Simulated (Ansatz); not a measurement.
# A hypothetical structure for Co2BiB2C

Starting from a made-up structure for Co2BiB2C, the aim is the relaxed cell, its shortest contacts and, where a second run follows, its electronic structure.

Program: Ansatz 0.2.0. Level of theory: DFT, PBEsol, plane-wave PAW, files of the set soft_1, scalar-relativistic, ferromagnetic start, cell and ions relaxed at zero pressure; PAW set soft_1. Results are calculated unless marked as measured.

## (1) Starting point

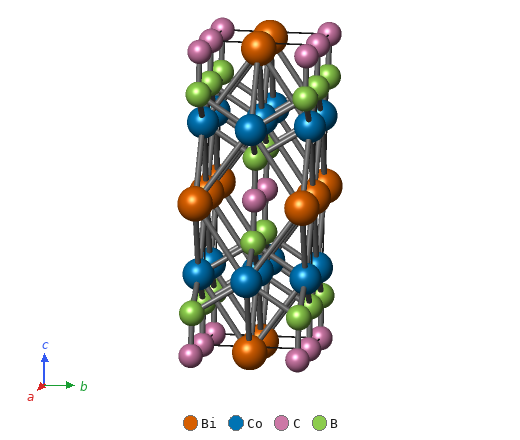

The cell as given, slightly off an axis (bismuth orange, cobalt blue, carbon pink, boron green). 2×1×1 cells are drawn. This picture shows the conventional cell, with its axes. Some periodic images of atoms are drawn too.

## (2) Relaxation of the guess

The guess takes its coordinates from another compound and its volume from a rule, so the cell and any free coordinates are relaxed together.

input.yaml

```yaml
crystal:
  lattice:
    - [-1.833, 1.833, 5.2135]
    - [1.833, -1.833, 5.2135]
    - [1.833, 1.833, -5.2135]
  atoms:
    - { symbol: Bi, position: [0.5, 0.5, 0.0] }
    - { symbol: Co, position: [0.25, 0.75, 0.5], spin: 2.0 }
    - { symbol: Co, position: [0.75, 0.25, 0.5], spin: 2.0 }
    - { symbol: C, position: [0.0, 0.0, 0.0] }
    - { symbol: B, position: [0.8602, 0.8602, 0.0] }
    - { symbol: B, position: [0.1398, 0.1398, 0.0] }
magnetization:
  spin_polarized: true
kpoints:
  mp_grid: { grid: [10, 10, 10] }
scf:
  occupations: { method: fermi_dirac, width: 0.05 }
hamiltonian:
  xc: pbesol
  pseudopotentials: { kind: paw, azcp: { folder: soft_1 }, xc_functional: pbe }
relax:
  f_tol: 0.015
  max_steps: 70
  cell: {}
output:
  forces: true
  stress: true
```

Run with:

```console
$ ansatz run input.yaml --threads 4 --pin off --max-ram 10240MiB --backend cpu --events-out ev --progress --plain --runs-dir out
```

Numbers of over 12 decimals in the logs are rounded to 6 here.

What it wrote:

```text
basis.fft_grid_basis auto: the FFT boxes are laid along the combinations [[1, 0, 1], [0, 1, 1], [0, 0, 1]] of the cell's own vectors, 3.666, 3.666 and 5.822 Å long. The dense box has 25×25×40 points. Along the cell's own vectors, as sized, it would have 40×40×40, 2.56 times as many. Of the 16 symmetry operations that the crystal satisfies within crystal.symmetry.tolerance (time reversal apart; of a slab, those that k [...]
Engine: ansatz 0.2.0, x86_64-unknown-linux-gnu
Pseudopotentials: kind: paw
Pseudopotential: Bi, paw, valence charge 15, recommended cutoff 420 eV (normal), soft_1/Bi.paw.azcp
Pseudopotential: Co, paw, valence charge 17, recommended cutoff 420 eV (normal), soft_1/Co.paw.azcp
Pseudopotential: C, paw, valence charge 4, recommended cutoff 420 eV (normal), soft_1/C.paw.azcp
Pseudopotential: B, paw, valence charge 3, recommended cutoff 420 eV (normal), soft_1/B.paw.azcp
Functional definition: PBEsol
  exchange = pbesol_x
  correlation = pbesol_c
Crystal: 6 atoms, lattice volume = 70.067 Å³
Basis set: ecut = 420 eV, 1349 PW (Γ), FFT grids on a1+a3, a2+a3, a3, exchange–correlation on 50×50×80 points (8 copies of the dense FFT grid, shifted against one another)
Bands: 38, of which v1, the nominal top of the filled ones, is band 30 counted from 1 (29 counted from 0)
Symmetry: 16 space group operations
Space group: I4/mmm (ITA 139), of the structure as read, at distance tolerance 4.1e-5 Å
Magnetic group: BNS 139.531 (UNI 1191), of the structure as read, at distance tolerance 4.1e-5 Å
k-points: 102 of 1000
Non-local potential: Bi, projectors of the file, l = 0: 2, l = 1: 2, l = 2: 2, l = 3: 1
Non-local potential: Co, projectors of the file, l = 0: 3, l = 1: 2, l = 2: 3, l = 3: 1
Non-local potential: C, projectors of the file, l = 0: 2, l = 1: 2, l = 2: 1
Non-local potential: B, projectors of the file, l = 0: 2, l = 1: 2, l = 2: 1
PAW form: soft (Blöchl's): semilocal exchange-correlation on the pseudo side does not see the compensation charge
PAW frozen core: Bi, regenerated for the run's functional, and the local potential with it (the file was generated under x = pbe(κ = 0.804, μ = 0.219515), c = pbe(β = 0.066725))
PAW frozen core: Co, regenerated for the run's functional, and the local potential with it (the file was generated under x = pbe(κ = 0.804, μ = 0.219515), c = pbe(β = 0.066725))
PAW frozen core: C, regenerated for the run's functional, and the local potential with it (the file was generated under x = pbe(κ = 0.804, μ = 0.219515), c = pbe(β = 0.066725))
PAW frozen core: B, regenerated for the run's functional, and the local potential with it (the file was generated under x = pbe(κ = 0.804, μ = 0.219515), c = pbe(β = 0.066725))
PAW one-centre angular grid: Bi, 590 points (default); XC on 64 Gauss nodes
PAW one-centre angular grid: Co, 590 points (default); XC on 64 Gauss nodes
PAW one-centre angular grid: C, 110 points (default); XC on 64 Gauss nodes
PAW one-centre angular grid: B, 110 points (default); XC on 64 Gauss nodes
Initial density: superposition of atomic densities (chi_scale 0.1, normalization cell, long waves kept (reshape's long-wave potential 0.04 eV rms))
Starting moments: Σ|m| = 4 μB on 2 of 6 sites
Initial wavefunctions: pseudopotential atomic-orbital guess
Functional: x = pbesol(κ = 0.804, μ = 0.123457), c = pbesol(β = 0.046)
SCF iter   1: F=—  HF=-22980.941825 eV  |F-HF|=—  |Δ(HF+E_count)|=         —  Δρ=4.53e-2 (↑4.37e-2 ↓4.53e-2)  dr2=1.02e1  dr2_m=8.35e-2  M=3.224 μB ∫|m|=3.604 μB  β_m=0.30  ethr=3.10e-3  ⟨swp⟩=6.2  Hψ=28044  notcnv=0  defer=1
Mixer restart at iter 1: flushing history
preconditioner: auto → Kerker (q_TF=auto, 2.651 Å⁻¹)  [metal: Δε(μ)=0.006 eV  Ē_g=11.735 eV  σ=0.050 eV  W_gap=0.03  n_scr=24 (ndim 8)  ℏωp=29.1 eV  f_vac=0.000  D(μ)=7.26/eV (n_scr^D=102)]
spin=Collinear: Kerker preconditioning applied to the charge; magnetization (m = ρ↑ − ρ↓) channel mixes plain (no charge-response kernel on spin).
SCF iter   2: F=—  HF=-22979.667851 eV  |F-HF|=—  |Δ(HF+E_count)|=    1.27e0  Δρ=4.49e-2 (↑3.03e-2 ↓4.49e-2)  dr2=7.07e0  dr2_m=1.71e-1  M=3.011 μB ∫|m|=3.391 μB  β_m=0.63  ethr=3.10e-3  ⟨swp⟩=2.0  Hψ=10906  notcnv=0  defer=256
SCF iter   3: F=—  HF=-22980.031853 eV  |F-HF|=—  |Δ(HF+E_count)|=   3.64e-1  Δρ=3.60e-2 (↑2.80e-2 ↓3.60e-2)  dr2=2.71e0  dr2_m=5.00e-1  M=2.344 μB ∫|m|=2.886 μB  β_m=0.63  ethr=3.10e-3  ⟨swp⟩=3.0  Hψ=13690  notcnv=0  defer=252
SCF iter   4: F=—  HF=-22980.094563 eV  |F-HF|=—  |Δ(HF+E_count)|=   6.27e-2  Δρ=5.48e-2 (↑8.72e-3 ↓5.48e-2)  dr2=2.83e0  dr2_m=5.30e-1  M=1.457 μB ∫|m|=2.213 μB  β_m=0.22  ethr=3.10e-3  ⟨swp⟩=2.6  Hψ=13237  notcnv=0  defer=239
SCF iter   5: F=—  HF=-22980.223032 eV  |F-HF|=—  |Δ(HF+E_count)|=   1.28e-1  Δρ=3.56e-2 (↑3.56e-2 ↓1.26e-2)  dr2=6.67e-1  dr2_m=2.93e-1  M=1.079 μB ∫|m|=1.874 μB  β_m=0.63  ethr=3.10e-3  ⟨swp⟩=2.5  Hψ=11826  notcnv=0  defer=237
SCF iter   6: F=—  HF=-22980.203195 eV  |F-HF|=—  |Δ(HF+E_count)|=   1.98e-2  Δρ=1.49e-2 (↑1.49e-2 ↓7.51e-3)  dr2=2.84e-1  dr2_m=1.36e-2  M=0.520 μB ∫|m|=0.945 μB  β_m=0.69  ethr=1.13e-3  ⟨swp⟩=2.9  Hψ=13103  notcnv=0  defer=240
SCF iter   7: F=—  HF=-22980.192671 eV  |F-HF|=—  |Δ(HF+E_count)|=         —  Δρ=7.92e-3 (↑7.92e-3 ↓7.83e-3)  dr2=2.86e-3  dr2_m=3.91e-2  M=0.392 μB ∫|m|=0.658 μB  β_m=0.69  ethr=4.82e-4  ⟨swp⟩=2.0  Hψ=11281  notcnv=0  defer=242
Mixer restart at iter 7: flushing history
SCF iter   8: F=—  HF=-22980.194623 eV  |F-HF|=—  |Δ(HF+E_count)|=   1.95e-3  Δρ=7.53e-3 (↑3.95e-3 ↓7.53e-3)  dr2=5.59e-3  dr2_m=2.09e-2  M=0.348 μB ∫|m|=0.555 μB  β_m=0.85  ethr=4.84e-6  ⟨swp⟩=2.0  Hψ=14057  notcnv=0  defer=242
SCF iter   9: F=—  HF=-22980.201964 eV  |F-HF|=—  |Δ(HF+E_count)|=   7.34e-3  Δρ=6.91e-3 (↑6.91e-3 ↓1.54e-3)  dr2=2.90e-2  dr2_m=5.06e-3  M=0.301 μB ∫|m|=0.448 μB  β_m=0.80  ethr=4.84e-6  ⟨swp⟩=2.7  Hψ=15736  notcnv=0  defer=242
SCF iter  10: F=—  HF=-22980.195458 eV  |F-HF|=—  |Δ(HF+E_count)|=   6.51e-3  Δρ=1.29e-3 (↑6.24e-4 ↓1.29e-3)  dr2=8.93e-4  dr2_m=5.26e-4  M=0.229 μB ∫|m|=0.317 μB  β_m=0.84  ethr=4.84e-6  ⟨swp⟩=2.4  Hψ=15741  notcnv=0  defer=242
SCF iter  11: F=—  HF=-22980.195428 eV  |F-HF|=—  |Δ(HF+E_count)|=   2.94e-5  Δρ=1.29e-3 (↑1.29e-3 ↓5.62e-4)  dr2=1.36e-3  dr2_m=1.26e-4  M=0.205 μB ∫|m|=0.283 μB  β_m=0.92  ethr=1.51e-6  ⟨swp⟩=2.2  Hψ=12921  notcnv=0  defer=242
SCF iter  12: F=—  HF=-22980.195708 eV  |F-HF|=—  |Δ(HF+E_count)|=   2.80e-4  Δρ=8.96e-4 (↑8.96e-4 ↓7.17e-4)  dr2=1.33e-3  dr2_m=8.93e-6  M=0.192 μB ∫|m|=0.266 μB  β_m=0.83  ethr=1.51e-6  ⟨swp⟩=1.3  Hψ=8170  notcnv=0  defer=242
[...]
relax step   4: F+E_penalty+E_count = -22980.58655049 eV  Δ(F+E_penalty+E_count) = -1.503e-3 eV  max|allowed force component| = 1.257e-2 eV/Å  Δτ_max = 0.0083 Å  P = +0.027 GPa  Ω = 65.780 Å³  energy of the carried Pulay correction = +3.262e-3 eV  (8 SCF iters, dr2 threshold 6.00e-7 eV, accepted)
[...]
relax step   5: F+E_penalty+E_count = -22980.58677048 eV  Δ(F+E_penalty+E_count) = -2.200e-4 eV  max|allowed force component| = 8.625e-3 eV/Å  Δτ_max = 0.0030 Å  P = +0.031 GPa  Ω = 65.776 Å³  energy of the carried Pulay correction = +3.266e-3 eV  (9 SCF iters, dr2 threshold 1.06e-7 eV, accepted)
[...]
relax step   6: F+E_penalty+E_count = -22980.58677638 eV  Δ(F+E_penalty+E_count) = -5.898e-6 eV  max|allowed force component| = 3.045e-3 eV/Å  Δτ_max = 0.0005 Å  P = -0.029 GPa  Ω = 65.800 Å³  energy of the carried Pulay correction = +3.247e-3 eV  (10 SCF iters, dr2 threshold 1.78e-8 eV, accepted)
[...]
relax step   7: F+E_penalty+E_count = -22980.58409707 eV  Δ(F+E_penalty+E_count) = +2.679e-3 eV  max|allowed force component| = 3.628e-3 eV/Å  Δτ_max = 0.0000 Å  P = -0.068 GPa  Ω = 65.800 Å³  stress off target by 1.03e-1 GPa  SCF on the basis re-selected at this cell (its energy is not comparable with the rows above)  (10 SCF iters)
[...]
relax step   8: F+E_penalty+E_count = -22980.58412106 eV  Δ(F+E_penalty+E_count) = -2.399e-5 eV  max|allowed force component| = 6.116e-4 eV/Å  Δτ_max = 0.0002 Å  P = -0.001 GPa  Ω = 65.779 Å³  energy of the carried Pulay correction = +1.754e-5 eV  (8 SCF iters, dr2 threshold 2.65e-8 eV, accepted)
iter 1 solved again at ethr=2.96e-8 eV; its pass at ethr=3.10e-3 eV (dr2=1.75e-5 eV) is discarded
SCF iter   1: F=—  HF=-22980.584110 eV  |F-HF|=—  |Δ(HF+E_count)|=         —  Δρ=1.24e-6 (↑1.24e-6 ↓5.25e-7)  dr2=1.05e-9  dr2_m=2.62e-10  M=0.000 μB ∫|m|=0.000 μB  β_m=0.65  ethr=2.96e-8  ⟨swp⟩=4.0  Hψ=53772  notcnv=0
eigensolver tolerance schedule: the retry pair's looser diagonalisation over-reported the residual by 16590.05 of it (diagonalisation noise at 0.19 of the residual, at the tolerance the schedule requests for it); recorded, not acted on — ethr = c·dr2/N_el stays at c = 1.0e-1
spin=Collinear: Kerker preconditioning applied to the charge; magnetization (m = ρ↑ − ρ↓) channel mixes plain (no charge-response kernel on spin).
SCF iter   2: F=—  HF=-22980.584107 eV  |F-HF|=—  |Δ(HF+E_count)|=   3.08e-6  Δρ=6.70e-7 (↑6.70e-7 ↓5.80e-7)  dr2=4.00e-10  dr2_m=1.95e-10  M=0.000 μB ∫|m|=0.000 μB  β_m=0.65  ethr=1.79e-12  ⟨swp⟩=3.1  Hψ=17740  notcnv=0
SCF iter   3: F=—  HF=-22980.584107 eV  |F-HF|=—  |Δ(HF+E_count)|=  8.00e-11  Δρ=4.79e-7 (↑4.79e-7 ↓4.05e-7)  dr2=7.73e-11  dr2_m=1.10e-10  M=0.000 μB ∫|m|=0.000 μB  β_m=0.82  ethr=1.00e-12  ⟨swp⟩=1.6  Hψ=8193  notcnv=0
SCF iter   4: F=—  HF=-22980.584107 eV  |F-HF|=—  |Δ(HF+E_count)|=  2.55e-11  Δρ=2.90e-7 (↑9.94e-8 ↓2.90e-7)  dr2=7.71e-11  dr2_m=6.52e-12  M=0.000 μB ∫|m|=0.000 μB  β_m=0.91  ethr=1.00e-12  ⟨swp⟩=1.6  Hψ=8854  notcnv=0
SCF iter   5: F=—  HF=-22980.584107 eV  |F-HF|=—  |Δ(HF+E_count)|=  4.00e-11  Δρ=3.13e-7 (↑3.13e-7 ↓8.74e-8)  dr2=2.50e-11  dr2_m=1.97e-11  M=0.000 μB ∫|m|=0.000 μB  β_m=0.91  ethr=1.00e-12  ⟨swp⟩=2.0  Hψ=9466  notcnv=0
SCF iter   6: F=—  HF=-22980.584107 eV  |F-HF|=—  |Δ(HF+E_count)|=  3.64e-12  Δρ=2.22e-7 (↑1.47e-7 ↓2.22e-7)  dr2=9.41e-11  dr2_m=1.07e-12  M=0.000 μB ∫|m|=0.000 μB  β_m=0.91  ethr=1.00e-12  ⟨swp⟩=1.0  Hψ=7753  notcnv=0
SCF iter   7: F=—  HF=-22980.584107 eV  |F-HF|=—  |Δ(HF+E_count)|=    0.00e0  Δρ=2.26e-7 (↑2.26e-7 ↓1.96e-7)  dr2=1.01e-10  dr2_m=1.55e-13  M=0.000 μB ∫|m|=0.000 μB  β_m=0.96  ethr=1.00e-12  ⟨swp⟩=1.0  Hψ=7755  notcnv=0
SCF iter   8: F=-22980.584107 eV  HF=-22980.584107 eV  |F-HF|=2.18e-11  |Δ(HF+E_count)|=  3.64e-12  Δρ=1.15e-7 (↑1.15e-7 ↓9.81e-8)  dr2=2.75e-11  dr2_m=4.57e-14  M=0.000 μB ∫|m|=0.000 μB  ethr=1.00e-12  ⟨swp⟩=2.2  Hψ=21187  notcnv=0
the starting moments were not kept: the SCF closed with an absolute magnetisation of 1.8e-6 μB, where they sum to 4 μB in size (2 sites). That is at most 0.1 of that sum. Measured as dr2_m measures the in/out step, that magnetisation stands 2.4e-12 eV from none, at or under the dr2_threshold of 6.0e-11 eV: it is no larger than a step whose dr2_m would equal this threshold.
SCF 9 converged in 8 iterations: F = -22980.584107 eV  dr2 = 2.75e-11
relax step   9: F+E_penalty+E_count = -22980.58410674 eV  Δ(F+E_penalty+E_count) = +1.432e-5 eV  max|allowed force component| = 5.628e-4 eV/Å  Δτ_max = 0.0000 Å  P = -0.001 GPa  Ω = 65.779 Å³  stress off target by 3.03e-3 GPa  SCF on the basis re-selected at this cell (its energy is not comparable with the rows above)  (8 SCF iters)
basis re-selected at this cell: Δ(F+E_penalty+E_count) = +1.432e-5 eV, ΔP = +0.000 GPa vs the last step (what re-selecting the basis moved, of the pressure what is left beyond the Pulay correction that the steps carried, after the strain that the cell walked since its last selection, with what the two solves' SCF thresholds leave and, on support functions, any second-order correction that the steps lacked; it is no m [...]
SCF converged after 8 iterations
Magnetization: 0.0000 μB (29.5000 up, 29.5000 down)
Absolute magnetization: 0.0000 μB (∫|ρ↑−ρ↓|, with the PAW one-centre terms)
Spin contamination: 0.0000 ħ² per cell (⟨S²⟩ above its minimum at these occupations)
Per-site moments (μB) at R_I (Å): [(-8.164345115278516e-9, 1.056035), (6.842698287136165e-7, 0.849230), (6.842698285286445e-7, 0.849230), (7.89653917383006e-8, 0.630540), (-3.506842412943931e-8, 0.630540), (-3.5068424156182284e-8, 0.630540)]
Free energy (F): -22980.584107 eV
Harris-Foulkes:  -22980.584107 eV  (|F-HF|=2.18e-11)
Internal energy: -22980.549704 eV  (E = F + TS)
E sigma→0 (E₀):  -22980.566905 eV
Entropy (-TS):   -0.034403 eV (-5.734 meV/atom)
Fermi energy:    14.930536 eV
--- Per-component energies (eV) ---
  E_band       = -545.164351
  E_kinetic    = 1028.719384
  E_local      = -8083.967201  (includes V_loc(G=0)·N_el)
  E_nonlocal   = 1330.225192
  E_hartree    = 3555.248984
  E_xc         = -449.249561
  E_vxc        = -507.033691  (∫ρ·V_xc dr)
  E_paw        = -13836.522310  (= ΣΔE_a)
  E_vpaw       = -1423.606773  (= ΣTr[D̂ρ^β])
  E_aug_tail   = 0.000188  (compensation charges beyond the density's cutoff)
  E_ewald      = -6525.521536
  E_core_change = 0.517156  (= ΣΔE_core)
  E_smearing   = -0.034403  (= −TS)
  E_closure    = -0.000000  (closes the sum)
  Σ components = -22980.584107   (vs F -22980.584107, Δ=0.00e0)
--- Forces (eV/Å), atoms counted from 1 ---
  atom   1  Bi     0.00000000     0.00000000     0.00000000
  atom   2  Co     0.00000000     0.00000000     0.00000000
  atom   3  Co    -0.00000000    -0.00000000     0.00000000
  atom   4  C      0.00000000     0.00000000     0.00000000
  atom   5  B      0.00000000    -0.00000000     0.00056275
  atom   6  B      0.00000000    -0.00000000    -0.00056275
  max |Σ_I F_I| component: 3.47e-17 eV/Å
--- Stress (GPa, compression-positive) ---
       -0.000164       0.000000       0.000000
        0.000000      -0.000164       0.000000
        0.000000       0.000000      -0.003026
  P = ⅓ Tr σ = -0.0011 GPa (-0.011 kbar)
--- Relaxed structure (7 steps of the walk, 7 accepted, 2 SCFs on fresh bases) ---
  F+E_penalty+E_count = -22980.58410674 eV   max|allowed force component| = 5.628e-4 eV/Å   (the final SCF, on the basis selected at the relaxed cell)
  cell:  # Å, volume = 65.7786 Å³
    - [-1.810254, 1.810254, 5.018171]
    - [1.810254, -1.810254, 5.018171]
    - [1.810254, 1.810254, -5.018171]
  atoms:
    - { symbol: Bi, position: [0.5, 0.5, 0] }
    - { symbol: Co, position: [0.250000, 0.75, 0.5] }
    - { symbol: Co, position: [0.75, 0.250000, 0.5] }
    - { symbol: C, position: [-2.209580527986668e-19, -2.209580527986669e-19, 0] }
    - { symbol: B, position: [0.847695, 0.847695, 0] }
    - { symbol: B, position: [0.152305, 0.152305, 0] }
```

Elapsed: 46 s, on 4 threads of INTEL XEON PLATINUM 8581C at 2.30GHz (Emerald Rapids), shared host; peak memory 0.75 GiB; 2.9 min of CPU time.

The steps of the relaxation:

| step | energy less that of the first step (eV) | largest force component (eV/Å) | pressure (GPa) | volume (Å³) |
| --- | --- | --- | --- | --- |
| 1 | 0.0000 | 2.5837 | -6.98 | 70.07 |
| 2 | -0.2735 | 1.6209 | -1.72 | 67.18 |
| 3 | -0.3895 | 0.1446 | 0.15 | 65.79 |
| 4 | -0.3910 | 0.0126 | 0.03 | 65.78 |
| 5 | -0.3912 | 0.0086 | 0.03 | 65.78 |
| 6 | -0.3912 | 0.0030 | -0.03 | 65.80 |
| 7* | -0.3886 | 0.0036 | -0.07 | 65.80 |
| 8 | -0.3886 | 0.0006 | 0.00 | 65.78 |
| 9* | -0.3886 | 0.0006 | 0.00 | 65.78 |

Relaxation steps marked * repeat the geometry before them on a plane-wave basis chosen anew for their cell, so energy and pressure can jump there.

The run keeps the 16 symmetry operations that it works with, so distortions that break them were not tested.

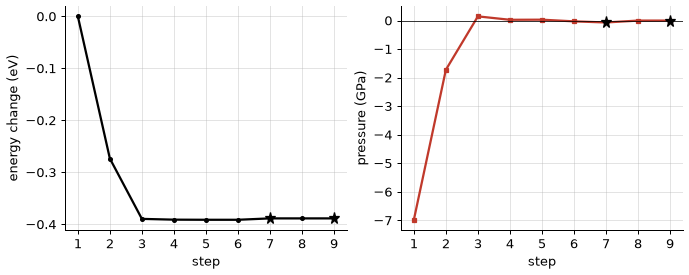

Energy and pressure along the relaxation. Stars mark steps on a basis chosen anew.

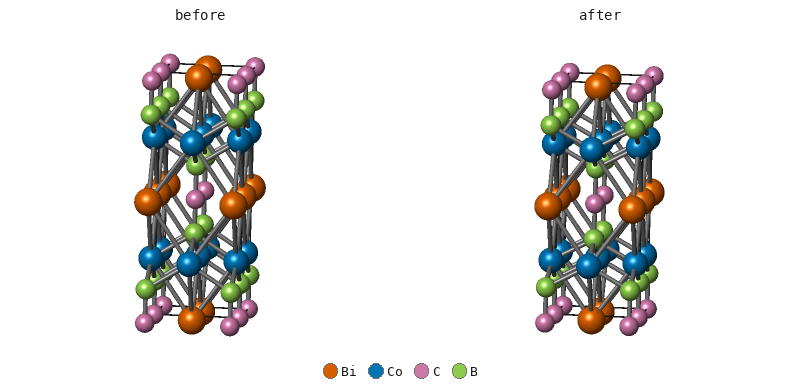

Before and after, at one scale.

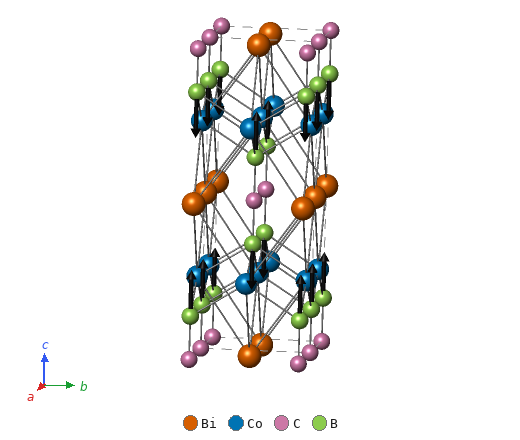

Displacements in the relaxation, exaggerated, measured against the changing cell; the longest in the cell stands for 0.13 Å. 2×1×1 conventional cells are drawn. Some periodic images of atoms are drawn too.

| conventional cell, symmetrised | before | after | change |
| --- | --- | --- | --- |
| a (Å) | 3.666 | 3.621 | -1.2 % |
| b (Å) | 3.666 | 3.621 | -1.2 % |
| c (Å) | 10.427 | 10.036 | -3.7 % |
| volume (Å³/atom) | 11.68 | 10.96 | -6.1 % |

The atoms that moved most (Å, as changes of fractional coordinates times the final cell):

| atom | dx | dy | dz | length |
| --- | --- | --- | --- | --- |
| B6 | 0.000 | 0.000 | 0.126 | 0.126 |
| B5 | 0.000 | 0.000 | -0.126 | 0.126 |

Final coordinates:

```cif
data_structure
_symmetry_space_group_name_H-M 'P 1'
_symmetry_Int_Tables_number 1
_cell_length_a 5.6335
_cell_length_b 5.6335
_cell_length_c 5.6335
_cell_angle_alpha 142.512
_cell_angle_beta 142.512
_cell_angle_gamma 54.058
_cell_volume 65.78
loop_
_atom_site_label
_atom_site_type_symbol
_atom_site_fract_x
_atom_site_fract_y
_atom_site_fract_z
_atom_site_occupancy
Bi1 Bi 0.50000 0.50000 0.00000 1
Co2 Co 0.25000 0.75000 0.50000 1
Co3 Co 0.75000 0.25000 0.50000 1
C4 C 0.00000 0.00000 0.00000 1
B5 B 0.84770 0.84770 0.00000 1
B6 B 0.15230 0.15230 0.00000 1
```

Numbers from this step:

- free energy: -22980.5841 eV
- energy at zero smearing: -22980.5669 eV
- smearing term TS: 0.03440 eV
- Fermi energy: 14.93 eV
- electrons: 59
- symmetry operations: 16
- pressure: -0.001118 GPa

Shortest distances by pair of elements, guess and relaxed (not always the same contact):

| pair | guess (Å) | relaxed (Å) |
| --- | --- | --- |
| B–C | 1.458 | 1.529 |
| B–Co | 2.163 | 2.059 |
| Bi–C | 2.592 | 2.560 |
| Co–Co | 2.592 | 2.560 |
| B–Bi | 2.974 | 2.982 |

The relaxation ends with a largest force component of 5.6e-4 eV/Å and a pressure of 0.00 GPa. No moment survives the cycle: this start ends non-magnetic.

## (3) What came out

| Property | Result |
| --- | --- |
| space group, relaxed | I4/mmm |
| conventional cell | a = 3.621, b = 3.621, c = 10.036 Å; α = 90.0°, β = 90.0°, γ = 90.0° |
| volume per atom | 10.96 Å³ (guess 11.68) |
| total moment | 0.00 μB in the cell of 6 atoms |

**Reading.** Co2BiB2C relaxes to I4/mmm with a = 3.621, b = 3.621 and c = 10.036 Å. The guessed volume was 7 % too large. The space group I4/mmm was held in the relaxation, so the end point is a stationary structure within it and may be a saddle against distortions or other arrangements. The moments died out from this one start and weren't seeded again at the relaxed cell. Mesh and cutoff weren't tested. Spin-orbit coupling is left out, which can matter for elements this heavy. No dispersion term is used, so weakly bound directions may come out too long. Nothing here tests whether the compound is stable against decomposition.

[Logs are printed without paths, hosts, clocks, repeated set-up lines and the standing remarks that a program may print on its own settings, such as how far it seeks lower states.]

[Hosts, paths, dates, database ids (printed as entryN), source tags and the programs' standing remarks are cut or masked in the printed files.]
